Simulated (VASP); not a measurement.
Band structure of ZnS (wurtzite). Calculation: optB86b-vdW, VASP's PBE PAW potentials (set 64) (plane waves; VASP).

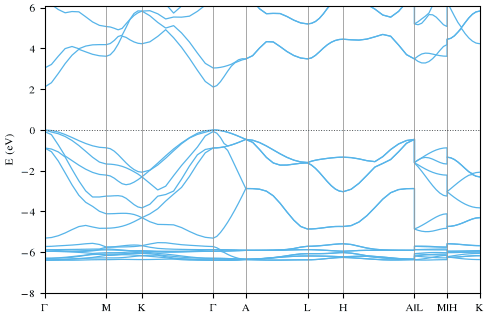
*Bands along high-symmetry lines, zero at the valence-band maximum or, without a gap, the Fermi level*

Problem. Read the plot: is there a gap, and where are the band edges?

Solution. The gap is direct, 2.10 eV, from the valence maximum at Γ to the conduction minimum at Γ. (Edges off the drawn lines would not show.)

Measured: gap 3.91 eV (computed value off by -1.81 eV), as given by Mehmet Aras et al., The Journal of Chemical Physics (2014), arXiv:1312.4272.

The compound is ZnS in the wurtzite structure, the high-temperature form. It was relaxed first.
